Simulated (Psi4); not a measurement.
Run report: InH3Cl (charge −1), molecular dynamics (part 1 of 2)

System: InH3Cl, charge −1, SMILES [H][In-]([H])([H])[Cl].
Method: TPSS/def2-TZVP, RKS, dispersion D4, core potentials def2 (Psi4 1.11).

The geometry comes from this level: GFN2-xTB (4 decimals).

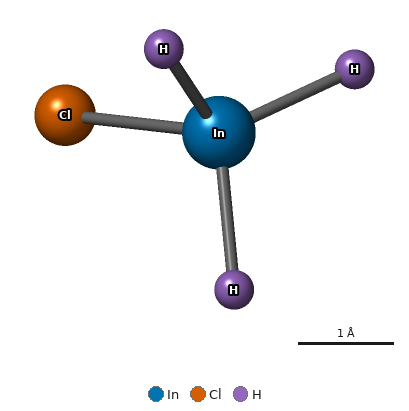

Figure 1. The structure as given in the input (ball-and-stick view, seen at a tilt). Sticks mark near contacts. Bond lengths as drawn: Cl–In 2.34 Å and H–In 1.70 Å.

**Input (run.py)**
```python
import numpy as np
from ase.calculators.psi4 import Psi4
from ase.io import read
from ase import units
from ase.md.velocitydistribution import MaxwellBoltzmannDistribution, Stationary
from ase.md.verlet import VelocityVerlet

a = read('clh3in.sdf')
calc = Psi4(atoms=a, method='tpss-d4', basis='def2-TZVP', memory='1600MB', num_threads=1, charge=-1, multiplicity=1, label='psi4-calc', reference='rks')
a.calc = calc

MaxwellBoltzmannDistribution(a, temperature_K=1000.0, rng=np.random.default_rng(264))
Stationary(a)
dyn = VelocityVerlet(a, 0.25 * units.fs)
def show():
    ep, ek = a.get_potential_energy(), a.get_kinetic_energy()
    print(f'step {dyn.nsteps:3d}  Epot {ep:14.6f}  Ekin {ek:9.6f}  Etot {ep + ek:14.6f} eV  T {a.get_temperature():7.1f} K')
dyn.attach(show)
dyn.run(40)
```

**File clh3in.sdf**
```

     RDKit          3D

  5  4  0  0  0  0  0  0  0  0999 V2000
   -0.0022    0.0006   -0.1757 In  0  0  0  0  0  4  0  0  0  0  0  0
    0.0128   -0.0204    2.1636 Cl  0  0  0  0  0  0  0  0  0  0  0  0
    1.6208    0.0134   -0.6709 H   0  0  0  0  0  0  0  0  0  0  0  0
   -0.8181    1.4110   -0.6459 H   0  0  0  0  0  0  0  0  0  0  0  0
   -0.8134   -1.4046   -0.6711 H   0  0  0  0  0  0  0  0  0  0  0  0
  2  1  1  0
  3  1  1  0
  4  1  1  0
  5  1  1  0
M  CHG  1   1  -1
M  END
$$$$
```

Command:
```bash
python run.py
```

**The program's output**
```
gradient() will perform analytic gradient computation.

   => Loading Basis Set <=

    Name: DEF2-TZVP
    Role: ORBITAL
    Keyword: BASIS

    !!!  WARNING: ECP capability is in beta. Please check occupations closely.  !!!

   => TPSS-D4(BJ,EEQ)ATM: Empirical Dispersion <=

        a1 =       0.428223
        a2 =       4.542571
       alp =      16.000000
        s6 =       1.000000
        s8 =       1.765964
        s9 =       1.000000
        ga =       3.000000
        gc =       2.000000
        wf =       6.000000

         ---------------------------------------------------------
                                   SCF
                              RKS Reference
                        1 Threads,   1525 MiB Core
         ---------------------------------------------------------

  ==> Geometry <==

    Molecular point group: c1
    Full point group: C1

    Geometry (in Angstrom), charge = -1, multiplicity = 1:

       Center              X                  Y                   Z               Mass
    ------------   -----------------  -----------------  -----------------  -----------------
         IN          -0.002160843186     0.007458153370    -0.519619553452   114.903878776000
         CL           0.001058458059    -0.021264194030     1.811605401590    34.968852682000
         H            1.749998786524    -0.166838274204    -1.290866123233     1.007825032230
         H           -0.599003347950     1.623008276901    -1.361496961413     1.007825032230
         H           -0.941359645900    -1.568675922532    -0.962808309353     1.007825032230

  Running in c1 symmetry.

  Rotational constants: A =      1.77634  B =      0.10904  C =      0.10840 [cm^-1]
  Rotational constants: A =  53253.25734  B =   3268.96292  C =   3249.88954 [MHz]
  Nuclear repulsion =  106.733627203594537

  Charge       = -1
  Multiplicity = 1
  Electrons    = 42
  Nalpha       = 21
  Nbeta        = 21

  ==> Algorithm <==

  SCF Algorithm Type is DF.
  DIIS enabled.
  MOM disabled.
  Fractional occupation disabled.
  Guess Type is SAD.
  Energy threshold   = 1.00e-08
  Density threshold  = 1.00e-08
  Integral threshold = 1.00e-12

  ==> Primary Basis <==

  Basis Set: DEF2-TZVP
    Blend: DEF2-TZVP
    Number of shells: 41
    Number of basis functions: 105
    Number of Cartesian functions: 119
    Spherical Harmonics?: true
    Max angular momentum: 3

  Core potential: DEF2-TZVP
    Number of shells: 4
    Number of ECP primitives: 18
    Number of ECP core electrons: 28
    Max angular momentum: 3

  ==> DFT Potential <==

   => LibXC <=

    Version 7.1.2

   => Composite Functional: TPSS-D4BJEEQATM <=

    TPSS Meta-GGA XC Functional

    Deriv               =              1
    GGA                 =           TRUE
    Meta                =           TRUE

    Exchange Hybrid     =          FALSE
    MP2 Hybrid          =          FALSE

   => Exchange Functionals <=

    1.0000   XC_MGGA_X_TPSS

   => Correlation Functionals <=

    1.0000   XC_MGGA_C_TPSS

   => LibXC Density Thresholds  <==

    XC_MGGA_C_TPSS:  1.00E-15
    XC_MGGA_X_TPSS:  1.00E-15

   => Molecular Quadrature <=

    Radial Scheme          =       TREUTLER
    Pruning Scheme         =           NONE
    Nuclear Scheme         =       TREUTLER

    Blocking Scheme        =         OCTREE
    BS radius alpha        =              1
    Pruning alpha          =              1
    Radial Points          =             75
    Spherical Points       =            302
    Total Points           =         109578
    Total Blocks           =            885
    Max Points             =            256
    Max Functions          =            105
    Weights Tolerance      =       1.00E-15

   => Loading Basis Set <=

    Name: (DEF2-TZVP AUX)
    Role: JKFIT
    Keyword: DF_BASIS_SCF

  ==> Integral Setup <==

  DFHelper Memory: AOs need 0.036 GiB; user supplied 0.479 GiB.
  SCF_SUBTYPE=INCORE selected. In-core MEM_DF algorithm will be used.
  Using in-core AOs.

  ==> MemDFJK: Density-Fitted J/K Matrices <==

    J tasked:                   Yes
    K tasked:                    No
    wK tasked:                   No
    Memory [MiB]:               490
    Algorithm:                 Core
    Schwarz Cutoff:           1E-12
    Mask sparsity (%):       1.9410
    Fitting Condition:        1E-10

   => Auxiliary Basis Set <=

  Basis Set: (DEF2-TZVP AUX)
    Blend: DEF2-UNIVERSAL-JKFIT
    Number of shells: 102
    Number of basis functions: 400
    Number of Cartesian functions: 524
    Spherical Harmonics?: true
    Max angular momentum: 5

  Cached 100.0% of DFT collocation blocks in 0.639 [GiB].

  Minimum eigenvalue in the overlap matrix is 2.7840178738E-03.
  Reciprocal condition number of the overlap matrix is 6.4991514671E-04.
    Using symmetric orthogonalization.

  ==> Pre-Iterations <==

  SCF Guess: Superposition of Atomic Densities via on-the-fly atomic UHF (no occupation information).

   -------------------------
    Irrep   Nso     Nmo
   -------------------------
     A        105     105
   -------------------------
    Total     105     105
   -------------------------

  ==> Iterations <==

                           Total Energy        Delta E     RMS |[F,P]|

   @DF-RKS iter SAD:  -651.08303252132191   -6.51083e+02   0.00000e+00
   @DF-RKS iter   1:  -651.88301288733885   -7.99980e-01   7.13086e-03 ADIIS/DIIS
   @DF-RKS iter   2:  -651.67322572707906    2.09787e-01   1.04534e-02 ADIIS/DIIS
   @DF-RKS iter   3:  -652.17028540437150   -4.97060e-01   8.44211e-04 ADIIS/DIIS
   @DF-RKS iter   4:  -652.17257648843042   -2.29108e-03   3.79017e-04 ADIIS/DIIS
   @DF-RKS iter   5:  -652.17311709317335   -5.40605e-04   1.01126e-04 ADIIS/DIIS
   @DF-RKS iter   6:  -652.17319651160005   -7.94184e-05   1.71546e-05 DIIS
   @DF-RKS iter   7:  -652.17319786839209   -1.35679e-06   2.43188e-06 DIIS
   @DF-RKS iter   8:  -652.17319789770215   -2.93101e-08   9.53740e-07 DIIS
   @DF-RKS iter   9:  -652.17319790656529   -8.86314e-09   1.77851e-07 DIIS
   @DF-RKS iter  10:  -652.17319790674526   -1.79966e-10   4.58953e-08 DIIS
   @DF-RKS iter  11:  -652.17319790675788   -1.26192e-11   9.40418e-09 DIIS
  Energy and wave function converged.

  ==> Post-Iterations <==

   Electrons on quadrature grid:
      Ntotal   =   41.9999903384 ; deviation = -9.662e-06

    Orbital Energies [Eh]
    ---------------------

    Doubly Occupied:

       1A   -100.777646     2A     -9.029391     3A     -6.804705
       4A     -6.800628     5A     -6.800467     6A     -4.310483
       7A     -2.744191     8A     -2.741823     9A     -2.740462
      10A     -0.561859    11A     -0.489824    12A     -0.489643
      13A     -0.486086    14A     -0.484922    15A     -0.478686
      16A     -0.203208    17A     -0.111331    18A     -0.106828
      19A     -0.104969    20A     -0.059814    21A     -0.049399

    Virtual:

      22A      0.130115    23A      0.165451    24A      0.174179
      25A      0.178508    26A      0.216710    27A      0.227015
      28A      0.246143    29A      0.300424    30A      0.319816
      31A      0.327917    32A      0.391113    33A      0.400909
      34A      0.410364    35A      0.492594    36A      0.505358
      37A      0.510460    38A      0.525515    39A      0.538523
      40A      0.546279    41A      0.599963    42A      0.610347
      43A      0.627670    44A      0.634688    45A      0.658848
      46A      0.680896    47A      0.695098    48A      0.806885
      49A      0.823305    50A      0.912151    51A      0.968787
      52A      0.983077    53A      1.064169    54A      1.074830
      55A      1.090114    56A      1.123395    57A      1.129196
      58A      1.131051    59A      1.176934    60A      1.185880
      61A      1.389933    62A      1.761988    63A      1.784672
      64A      1.812180    65A      1.814565    66A      1.837652
      67A      1.855636    68A      1.917849    69A      1.923200
      70A      1.994400    71A      2.007649    72A      2.020549
      73A      2.119068    74A      2.196500    75A      2.227605
      76A      2.233922    77A      2.243885    78A      2.253837
      79A      2.254198    80A      2.302661    81A      2.346505
      82A      2.348537    83A      2.373300    84A      2.414486
      85A      2.418550    86A      2.445362    87A      2.489925
      88A      2.517564    89A      2.540274    90A      2.612420
      91A      2.628646    92A      2.769550    93A      2.889475
      94A      2.916905    95A      2.940970    96A      3.477505
      97A     10.817905    98A     10.821376    99A     10.983769
     100A     25.033175   101A     37.980777   102A     38.980159
     103A     39.007430   104A     39.127656   105A    125.312777

    Final Occupation by Irrep:
              A
    DOCC [    21 ]
    NA   [    21 ]
    NB   [    21 ]

  @DF-RKS Final Energy:  -652.17319790675788

   => Energetics <=

    Nuclear Repulsion Energy =            106.7336272035945370
    One-Electron Energy =               -1193.6267047365870440
    Two-Electron Energy =                 480.9071183302165764
    DFT Exchange-Correlation Energy =     -46.1819033400443146
    Empirical Dispersion Energy =          -0.0053353639376967
    VV10 Nonlocal Energy =                  0.0000000000000000
    Total Energy =                       -652.1731979067578777

Computation Completed

Properties will be evaluated at   0.000000,   0.000000,   0.000000 [a0]

Properties computed using the SCF density matrix

 Multipole Moments:

 ------------------------------------------------------------------------------------
     Multipole            Electronic (a.u.)      Nuclear  (a.u.)        Total (a.u.)
 ------------------------------------------------------------------------------------

 L = 1.  Multiply by 2.5417464519 to convert [e a0] to [Debye]
 Dipole X            :         -0.5111723            0.3444061           -0.1667661
 Dipole Y            :          0.6874338           -0.5997537            0.0876801
 Dipole Z            :        -30.5232747           30.7460516            0.2227769
 Magnitude           :                                                    0.2917675

 ------------------------------------------------------------------------------------

	total time  =          6 seconds =       0.10 minutes

         ------------------------------------------------------------
                                   SCF GRAD
         ------------------------------------------------------------

  ==> Geometry <==

    Molecular point group: c1
    Full point group: C1

    Geometry (in Angstrom), charge = -1, multiplicity = 1:

       Center              X                  Y                   Z               Mass
    ------------   -----------------  -----------------  -----------------  -----------------
         IN          -0.002160843186     0.007458153370    -0.519619553452   114.903878776000
         CL           0.001058458059    -0.021264194030     1.811605401590    34.968852682000
         H            1.749998786524    -0.166838274204    -1.290866123233     1.007825032230
         H           -0.599003347950     1.623008276901    -1.361496961413     1.007825032230
         H           -0.941359645900    -1.568675922532    -0.962808309353     1.007825032230

  Nuclear repulsion =  106.733627203594537

  ==> Basis Set <==

  Basis Set: DEF2-TZVP
    Blend: DEF2-TZVP
    Number of shells: 41
    Number of basis functions: 105
    Number of Cartesian functions: 119
    Spherical Harmonics?: true
    Max angular momentum: 3

  Core potential: DEF2-TZVP
    Number of shells: 4
    Number of ECP primitives: 18
    Number of ECP core electrons: 28
    Max angular momentum: 3

  ==> DFJKGrad: Density-Fitted SCF Gradients <==

    Gradient:                    1
    J tasked:                  Yes
    K tasked:                   No
    wK tasked:                  No
    Integrals threads:           1
    Memory [MiB]:             1144
    Schwarz Cutoff:          1E-12
    Fitting Condition:       1E-10

   => Auxiliary Basis Set <=

  Basis Set: (DEF2-TZVP AUX)
    Blend: DEF2-UNIVERSAL-JKFIT
    Number of shells: 102
    Number of basis functions: 400
    Number of Cartesian functions: 524
    Spherical Harmonics?: true
    Max angular momentum: 5

  ==> DFT Potential <==

   => LibXC <=

    Version 7.1.2

   => Composite Functional: TPSS-D4BJEEQATM <=

    TPSS Meta-GGA XC Functional

    Deriv               =              1
    GGA                 =           TRUE
    Meta                =           TRUE

    Exchange Hybrid     =          FALSE
    MP2 Hybrid          =          FALSE

   => Exchange Functionals <=

    1.0000   XC_MGGA_X_TPSS

   => Correlation Functionals <=

    1.0000   XC_MGGA_C_TPSS

   => LibXC Density Thresholds  <==

    XC_MGGA_C_TPSS:  1.00E-15
    XC_MGGA_X_TPSS:  1.00E-15

   => Molecular Quadrature <=

    Radial Scheme          =       TREUTLER
    Pruning Scheme         =           NONE
    Nuclear Scheme         =       TREUTLER

    Blocking Scheme        =         OCTREE
    BS radius alpha        =              1
    Pruning alpha          =              1
    Radial Points          =             75
    Spherical Points       =            302
    Total Points           =         109578
    Total Blocks           =            885
    Max Points             =            256
    Max Functions          =            105
    Weights Tolerance      =       1.00E-15

  -Total Gradient:
     Atom            X                  Y                   Z
    ------   -----------------  -----------------  -----------------
       1       -0.006366542011     0.003370648934     0.054590603368
       2       -0.000820205361    -0.003031226981    -0.027156768801
       3        0.014796126913    -0.000985067908    -0.011332533712
       4       -0.001970967959     0.016052929474    -0.012957489955
       5       -0.005653569961    -0.015437676166    -0.003327738275

	total time  =          1 seconds =       0.02 minutes
```

**Trajectory as extended XYZ (Å, eV, eV/Å), 41 frames, from step=0 to step=40**
```
5
Properties=species:S:1:pos:R:3:forces:R:3 step=0 energy=-17746.73159
In   -0.0022    0.0006   -0.1757    0.0049   0.0043  -0.9581
Cl    0.0128   -0.0204    2.1636    0.0085  -0.0158   1.6776
H     1.6208    0.0134   -0.6709    0.9344   0.0015  -0.2419
H    -0.8181    1.4110   -0.6459   -0.4805   0.8212  -0.2268
H    -0.8134   -1.4046   -0.6711   -0.4665  -0.8105  -0.2400
5
Properties=species:S:1:pos:R:3:forces:R:3 step=1 energy=-17746.72360
In   -0.0021    0.0007   -0.1754   -0.1590  -0.0036  -0.9571
Cl    0.0125   -0.0205    2.1630    0.0067  -0.0099   1.6839
H     1.6084    0.0093   -0.6741    1.0840  -0.0026  -0.2795
H    -0.8101    1.4154   -0.6566   -0.4733   0.7879  -0.2113
H    -0.8146   -1.4081   -0.6695   -0.4592  -0.7725  -0.2251
5
Properties=species:S:1:pos:R:3:forces:R:3 step=2 energy=-17746.71539
In   -0.0019    0.0007   -0.1751   -0.3262  -0.0096  -0.9587
Cl    0.0123   -0.0207    2.1624    0.0050  -0.0041   1.6891
H     1.5966    0.0053   -0.6774    1.2302  -0.0065  -0.3173
H    -0.8025    1.4202   -0.6675   -0.4615   0.7482  -0.1938
H    -0.8161   -1.4120   -0.6681   -0.4483  -0.7283  -0.2084
5
Properties=species:S:1:pos:R:3:forces:R:3 step=3 energy=-17746.70712
In   -0.0018    0.0008   -0.1748   -0.4934  -0.0138  -0.9633
Cl    0.0120   -0.0208    2.1619    0.0033   0.0018   1.6931
H     1.5856    0.0012   -0.6809    1.3700  -0.0113  -0.3551
H    -0.7951    1.4255   -0.6784   -0.4463   0.7022  -0.1731
H    -0.8179   -1.4164   -0.6667   -0.4339  -0.6790  -0.1909
5
Properties=species:S:1:pos:R:3:forces:R:3 step=4 energy=-17746.69900
In   -0.0017    0.0009   -0.1746   -0.6579  -0.0162  -0.9714
Cl    0.0117   -0.0210    2.1614    0.0017   0.0076   1.6960
H     1.5753   -0.0029   -0.6847    1.5010  -0.0168  -0.3917
H    -0.7880    1.4312   -0.6895   -0.4283   0.6506  -0.1499
H    -0.8199   -1.4212   -0.6655   -0.4167  -0.6251  -0.1723
5
Properties=species:S:1:pos:R:3:forces:R:3 step=5 energy=-17746.69126
In   -0.0016    0.0010   -0.1743   -0.8163  -0.0170  -0.9833
Cl    0.0115   -0.0211    2.1609    0.0002   0.0134   1.6977
H     1.5660   -0.0070   -0.6886    1.6208  -0.0229  -0.4261
H    -0.7811    1.4374   -0.7007   -0.4079   0.5940  -0.1246
H    -0.8222   -1.4263   -0.6644   -0.3968  -0.5675  -0.1529
5
Properties=species:S:1:pos:R:3:forces:R:3 step=6 energy=-17746.68414
In   -0.0014    0.0010   -0.1740   -0.9657  -0.0164  -0.9996
Cl    0.0112   -0.0213    2.1604   -0.0011   0.0191   1.6983
H     1.5577   -0.0111   -0.6929    1.7271  -0.0294  -0.4576
H    -0.7745    1.4438   -0.7119   -0.3854   0.5334  -0.0974
H    -0.8248   -1.4318   -0.6634   -0.3746  -0.5065  -0.1328
```
